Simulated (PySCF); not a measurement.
# CHBr (SMILES [CH]Br): levels of theory compared

We compute a comparison of 6 runs (U-r2SCAN/STO-3G, UB2PLYP/STO-3G, UM06-2X/STO-3G, NEVPT2(4,4)/STO-3G, UCISD/STO-3G, UCCSD(T)/STO-3G) of CHBr. 

Program for the calculation: PySCF 2.14.0.

5 further runs of the same task are left out: 5 set aside as unsound or not needed.

### 1 The system as given

CHBr has 3 atoms, charge 0, and is taken as a triplet. As SMILES, `[CH]Br`. The C1–H3 distance was set to 2.349 Å, away from the relaxed value. At this shape a bond of the SMILES string is far longer than usual.

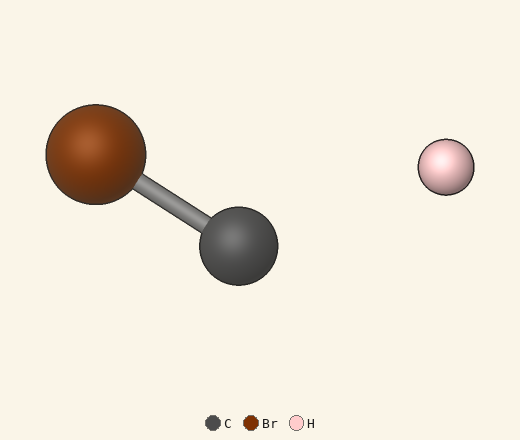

Viewed from a chosen angle; carbon dark grey, bromine brown, hydrogen pink.

### 2 A single-point energy at U-r2SCAN/STO-3G (run 1)

The input, job.py:

```python
from pyscf import gto, dft

system = gto.M(
    atom='''
C      0.562675    -1.234482     0.183431
Br     2.099015    -0.954722     1.052921
H     -0.979400     0.402920    -0.495590
''',
    max_memory=1860,
    basis='sto-3g',
    charge=0,
    spin=2,
    verbose=3,
)

mf = dft.UKS(system)
mf.xc = 'r2scan'
mf.grids.level = 5
mf.conv_tol = 1e-10
mf.kernel()
if not mf.converged:
    mf = mf.newton().run(mf.mo_coeff, mf.mo_occ)

energy = mf.e_tot
print('Final energy', energy)
```

Launch:

```sh
$ OMP_NUM_THREADS=1 python job.py
```

Log:

```text
WARN: HOMO -0.201393697330566 >= LUMO -0.241206780786256

WARN: HOMO -0.0177823843096934 >= LUMO -0.0961734337609804

converged SCF energy = -2583.99413200123  <S^2> = 2.049998  2S+1 = 3.0331489
Final energy -2583.9941320012263
```

Run time: 6.3 s. Hardware: 1 thread of Intel Xeon Platinum 8375C at 2.90GHz (Ice Lake), shared host; peak memory 0.22 GiB.

### 3 A single-point energy at UB2PLYP/STO-3G (run 2)

The input, job.py:

```python
from pyscf import gto, dft, mp

mol = gto.Mole()
mol.atom = 'C 0.562675 -1.234482 0.183431; Br 2.099015 -0.954722 1.052921; H -0.979400 0.402920 -0.495590'
mol.charge = 0
mol.basis = 'sto-3g'
mol.verbose = 4
mol.spin = 2
mol.max_memory = 1860
mol.build()

ks = dft.UKS(mol)
ks.xc = '0.53*HF + 0.47*B88, 0.73*LYP'
ks.conv_tol = 1e-10
ks.grids.level = 5
ks.kernel()
if not ks.converged:
    ks = ks.newton().run(ks.mo_coeff, ks.mo_occ)

pt = mp.MP2(ks, frozen=10).run()
e_final = ks.e_tot + 0.27 * pt.e_corr
print('PT2 part  %.8f' % (0.27 * pt.e_corr))
print('E = %.10f Eh' % e_final)
```

Launch:

```sh
$ OMP_NUM_THREADS=1 python job.py
```

Log:

```text
PySCF version 2.14.0

[INPUT] num. atoms = 3
[INPUT] num. electrons = 42
[INPUT] charge = 0
[INPUT] spin (= nelec alpha-beta = 2S) = 2
[INPUT] symmetry False subgroup None
[INPUT] Mole.unit = angstrom
[INPUT] Symbol           X                Y                Z      unit          X                Y                Z       unit  Magmom
[INPUT]  1 C      0.562675000000  -1.234482000000   0.183431000000 AA    1.063301647140  -2.332832885705   0.346634352755 Bohr   0.0
[INPUT]  2 Br     2.099015000000  -0.954722000000   1.052921000000 AA    3.966563481354  -1.804163105097   1.989732320803 Bohr   0.0
[INPUT]  3 H     -0.979400000000   0.402920000000  -0.495590000000 AA   -1.850797766399   0.761408450110  -0.936529370073 Bohr   0.0

[... 43 lines left out ...]
WARN: HOMO -0.139673540034237 >= LUMO -0.214519389819972
[... 54 lines left out ...]
converged SCF energy = -2583.52046593285  <S^2> = 2.052291  2S+1 = 3.0346605
[... 1 line left out ...]
******** <class 'pyscf.mp.ump2.UMP2'> ********
nocc = (np.int64(12), np.int64(10)), nmo = (14, 14)
frozen orbitals 10
E(UMP2) = -2583.5781567115  E_corr = -0.0576907786490186
E(SCS-UMP2) = -2583.57961945986  E_corr = -0.0591535270156018
E_corr(same-spin) = -0.0116254700344852
E_corr(oppo-spin) = -0.0460653086145334
PT2 part  -0.01557651
E = -2583.5360424431 Eh
```

Wall time 5.1 s (1 thread of Intel Xeon Platinum 8375C at 2.90GHz (Ice Lake), shared host); peak memory 0.22 GiB.

Run 3 isn't shown in full; the table further down has it.

### 4 The energy at NEVPT2(4,4)/STO-3G (run 4)

The input, start.xyz:

```xyz
3

C      0.562675    -1.234482     0.183431
Br     2.099015    -0.954722     1.052921
H     -0.979400     0.402920    -0.495590
```

The input, job.py:

```python
import numpy
from pyscf import gto, scf, mp, mcscf, mrpt

mol = gto.M(
    atom='start.xyz',
    spin=2,
    verbose=3,
    basis='sto-3g',
    charge=0,
    max_memory=1860,
)

mf = mol.ROHF()
mf.conv_tol = 1e-10
mf.kernel()
if not mf.converged:
    mf = mf.newton().run(mf.mo_coeff, mf.mo_occ)

pt = mp.MP2(scf.addons.convert_to_uhf(mf)).run()
noons, natorbs = mcscf.addons.make_natural_orbitals(pt)
print('natural occupations', numpy.round(noons[:40], 4))
cas = mcscf.CASSCF(mf, 4, 4)
cas.fix_spin_(ss=2.0)
cas.natorb = True
cas.kernel(natorbs)
e_pt2 = mrpt.NEVPT(cas).kernel()
etot = cas.e_tot + e_pt2
print(f'total energy: {etot:.8f} hartree')
```

Launch:

```sh
$ OMP_NUM_THREADS=1 python job.py
```

Log:

```text
converged SCF energy = -2582.37133326341
E(UMP2) = -2582.40947369935  E_corr = -0.0381404359352878
E(SCS-UMP2) = -2582.41122690138  E_corr = -0.0398936379659137
natural occupations [2.     2.     2.     2.     2.     2.     2.     2.     2.     2.
 2.     2.     2.     2.     2.     1.9995 1.9964 1.9886 1.9883 1.9807
 1.0032 1.0001 0.022  0.0211]
CASSCF energy = -2582.39076759288
CASCI E = -2582.39076759288  E(CI) = -4.26765323820564  S^2 = 2.0000000
Sr    (-1)',   E = -0.00063797913191
Si    (+1)',   E = -0.00075129357390
Sijrs (0)  ,   E = -0.00846492458234
Sijr  (+1) ,   E = -0.01079076953280
Srsi  (-1) ,   E = -0.00023792092713
Srs   (-2) ,   E = -0.00132891050533
Sij   (+2) ,   E = -0.00235156364108
Sir   (0)' ,   E = -0.00205248764833
Nevpt2 Energy = -0.026615849542806
total energy: -2582.41738344 hartree
```

Wall time 1.1 s (1 thread of Intel Xeon Platinum 8375C at 2.90GHz (Ice Lake), shared host); peak memory 0.12 GiB.

Run 5 isn't shown in full; the table further down has it.

### 5 The energy at UCCSD(T)/STO-3G (run 6)

The input, mol.xyz:

```xyz
3

C      0.562675    -1.234482     0.183431
Br     2.099015    -0.954722     1.052921
H     -0.979400     0.402920    -0.495590
```

The input, run.py:

```python
from pyscf import gto, scf, cc

system = gto.Mole()
system.atom = 'mol.xyz'
system.verbose = 3
system.max_memory = 1860
system.basis = 'sto-3g'
system.spin = 2
system.build()

mf = scf.UHF(system)
mf.conv_tol = 1e-10
mf.kernel()
if not mf.converged:
    mf = mf.newton().run(mf.mo_coeff, mf.mo_occ)

mycc = cc.CCSD(mf, frozen=10)
mycc.kernel()
e_t = mycc.ccsd_t()
etot = mycc.e_tot + e_t
print('E(%s) = %.9f' % ('CCSD(T)', etot))
```

Launch:

```sh
$ OMP_NUM_THREADS=1 python run.py
```

Log:

```text
WARN: HOMO -0.0675924106367203 >= LUMO -0.185270319640333

converged SCF energy = -2582.37508933529  <S^2> = 2.1696479  2S+1 = 3.1110435
E(UCCSD) = -2582.427916950267  E_corr = -0.05282761497789921
UCCSD(T) correction = -0.00260831137828656
E(CCSD(T)) = -2582.430525262
```

Run time: 1.1 s. Hardware: 1 thread of Intel Xeon Platinum 8375C at 2.90GHz (Ice Lake), shared host; peak memory 0.1 GiB.

### 6 All runs side by side

```csv
run,level,frozen core orbitals,integration grid,energy (Eh),dipole moment (D) of the reference,HOMO energy (eV),LUMO energy (eV),wall time
1,U-r2SCAN/STO-3G,–,5,-2583.994132,0.91,-1.85,-0.49,6.3 s
2,UB2PLYP/STO-3G,10,5,-2583.536042,0.65,-4.89,2.36,5.1 s
3,UM06-2X/STO-3G,–,5,-2583.940230,0.70,-4.41,1.57,8.1 s
4,"NEVPT2(4,4)/STO-3G",–,–,-2582.417383,0.30,–,–,1.1 s
5,UCISD/STO-3G,10,–,-2582.426892,0.20,-7.49,5.70,1.1 s
6,UCCSD(T)/STO-3G,10,–,-2582.430525,0.20,-7.49,5.70,1.1 s
```

### 7 Summary of results

| quantity | value |
| --- | --- |
| run 6: total energy | -2582.43053 Eh |
| run 6: dipole moment (Hartree–Fock density) | 0.20 D |
| run 6: HOMO energy (Hartree–Fock orbitals) (highest over α and β) | -7.49 eV |
| run 6: LUMO energy (Hartree–Fock orbitals) (lowest over α and β) | 5.70 eV |
| run 6: correlation energy (10 core orbitals frozen) | -55.4 mEh |
| run 6: (T) correction | -2.61 mEh |
| run 6: ⟨S²⟩ of the reference determinant | 2.170 |
| run 6: T1 diagnostic | 0.028 |

Over runs 1, 2, 3 the dipole moment (its size) runs from 0.65 D (UB2PLYP/STO-3G) to 0.91 D (U-r2SCAN/STO-3G). A double hybrid's value is that of its SCF part. Totals of different functionals can't be ranked against each other. In runs 1, 2, 3, 4, 5, 6 the basis is minimal, so the values are rough. Spin contamination of the reference: run 5 ⟨S²⟩ = 2.17, run 6 ⟨S²⟩ = 2.17. All runs together took 23 s, the longest 8.1 s.
